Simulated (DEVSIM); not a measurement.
Device: abrupt Ge n-p junction, at 300 K.

| layer (left to right) | material | thickness (μm) | Nd (cm⁻³) | Na (cm⁻³) | τn (s) | τp (s) |
|---|---|---|---|---|---|---|
| 1 | Ge | 21.0 | 1.1e17 | - | 1.2e-5 | 1.2e-5 |
| 2 | Ge | 130 | - | 2.4e17 | 1.2e-5 | 1.2e-5 |

Left contact: ohmic. Right contact: ohmic. Voltage is applied to the left contact. Recombination: SRH at mid-gap, radiative. Mobility is μmin + (μ − μmin)/(1 + (N/Nref)^α).

Constants are typed, rounded textbook-type inputs, not results; the design itself was drawn at random and stands for no fabricated device. Values at 300 K.

| parameter | Ge |
|---|---|
| gap (eV) | 0.664 |
| affinity (eV) | 4 |
| permittivity | 16 |
| Nc (cm⁻³) | 1.04e19 |
| Nv (cm⁻³) | 6e18 |
| μn (cm²/Vs) | 3900 |
| μp (cm²/Vs) | 1900 |
| μn,min | 150 |
| μp,min | 100 |
| Nref,n | 2.6e17 |
| Nref,p | 4e17 |
| αn | 0.56 |
| αp | 0.6 |
| B (cm³/s) | 6.4e-14 |

Model (solved in DEVSIM): 1D drift-diffusion, Boltzmann statistics, complete ionisation; no tunnelling, impact ionisation, image-force lowering or self-heating.

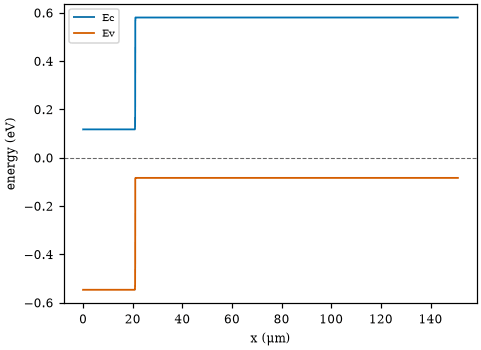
*Band edges at zero bias*

Energies count from the Fermi level of the right contact; mesh points crowd at the junctions.

```json
[
 {"x (μm)": "0.000", "Ec (eV)": "0.118", "Ev (eV)": "-0.546", "n (cm⁻³)": "1.1e17", "p (cm⁻³)": "4.0e9", "field (V/cm)": "≈ 0"},
 {"x (μm)": "0.05758", "Ec (eV)": "0.118", "Ev (eV)": "-0.546", "n (cm⁻³)": "1.1e17", "p (cm⁻³)": "4.0e9", "field (V/cm)": "≈ 0"},
 {"x (μm)": "0.2530", "Ec (eV)": "0.118", "Ev (eV)": "-0.546", "n (cm⁻³)": "1.1e17", "p (cm⁻³)": "4.0e9", "field (V/cm)": "≈ 0"},
 {"x (μm)": "0.9159", "Ec (eV)": "0.118", "Ev (eV)": "-0.546", "n (cm⁻³)": "1.1e17", "p (cm⁻³)": "4.0e9", "field (V/cm)": "≈ 0"},
 {"x (μm)": "4.769", "Ec (eV)": "0.118", "Ev (eV)": "-0.546", "n (cm⁻³)": "1.1e17", "p (cm⁻³)": "4.0e9", "field (V/cm)": "≈ 0"},
 {"x (μm)": "14.02", "Ec (eV)": "0.118", "Ev (eV)": "-0.546", "n (cm⁻³)": "1.1e17", "p (cm⁻³)": "4.0e9", "field (V/cm)": "≈ 0"},
 {"x (μm)": "18.87", "Ec (eV)": "0.118", "Ev (eV)": "-0.546", "n (cm⁻³)": "1.1e17", "p (cm⁻³)": "4.0e9", "field (V/cm)": "≈ 0"},
 {"x (μm)": "20.60", "Ec (eV)": "0.118", "Ev (eV)": "-0.546", "n (cm⁻³)": "1.1e17", "p (cm⁻³)": "4.0e9", "field (V/cm)": "≈ 0"},
 {"x (μm)": "20.90", "Ec (eV)": "0.119", "Ev (eV)": "-0.545", "n (cm⁻³)": "1.0e17", "p (cm⁻³)": "4.3e9", "field (V/cm)": "1200"},
 {"x (μm)": "20.99", "Ec (eV)": "0.331", "Ev (eV)": "-0.333", "n (cm⁻³)": "2.8e13", "p (cm⁻³)": "1.5e13", "field (V/cm)": "68000"},
 {"x (μm)": "21.03", "Ec (eV)": "0.561", "Ev (eV)": "-0.103", "n (cm⁻³)": "3.9e9", "p (cm⁻³)": "1.1e17", "field (V/cm)": "18000"},
 {"x (μm)": "21.24", "Ec (eV)": "0.581", "Ev (eV)": "-0.083", "n (cm⁻³)": "1.8e9", "p (cm⁻³)": "2.4e17", "field (V/cm)": "≈ 0"},
 {"x (μm)": "21.88", "Ec (eV)": "0.581", "Ev (eV)": "-0.083", "n (cm⁻³)": "1.8e9", "p (cm⁻³)": "2.4e17", "field (V/cm)": "≈ 0"},
 {"x (μm)": "24.06", "Ec (eV)": "0.581", "Ev (eV)": "-0.083", "n (cm⁻³)": "1.8e9", "p (cm⁻³)": "2.4e17", "field (V/cm)": "≈ 0"},
 {"x (μm)": "36.76", "Ec (eV)": "0.581", "Ev (eV)": "-0.083", "n (cm⁻³)": "1.8e9", "p (cm⁻³)": "2.4e17", "field (V/cm)": "≈ 0"},
 {"x (μm)": "74.66", "Ec (eV)": "0.581", "Ev (eV)": "-0.083", "n (cm⁻³)": "1.8e9", "p (cm⁻³)": "2.4e17", "field (V/cm)": "≈ 0"},
 {"x (μm)": "126.6", "Ec (eV)": "0.581", "Ev (eV)": "-0.083", "n (cm⁻³)": "1.8e9", "p (cm⁻³)": "2.4e17", "field (V/cm)": "≈ 0"},
 {"x (μm)": "143.8", "Ec (eV)": "0.581", "Ev (eV)": "-0.083", "n (cm⁻³)": "1.8e9", "p (cm⁻³)": "2.4e17", "field (V/cm)": "≈ 0"},
 {"x (μm)": "149.6", "Ec (eV)": "0.581", "Ev (eV)": "-0.083", "n (cm⁻³)": "1.8e9", "p (cm⁻³)": "2.4e17", "field (V/cm)": "≈ 0"},
 {"x (μm)": "150.6", "Ec (eV)": "0.581", "Ev (eV)": "-0.083", "n (cm⁻³)": "1.8e9", "p (cm⁻³)": "2.4e17", "field (V/cm)": "≈ 0"},
 {"x (μm)": "150.9", "Ec (eV)": "0.581", "Ev (eV)": "-0.083", "n (cm⁻³)": "1.8e9", "p (cm⁻³)": "2.4e17", "field (V/cm)": "≈ 0"},
 {"x (μm)": "151.0", "Ec (eV)": "0.581", "Ev (eV)": "-0.083", "n (cm⁻³)": "1.8e9", "p (cm⁻³)": "2.4e17", "field (V/cm)": "≈ 0"}
]
```
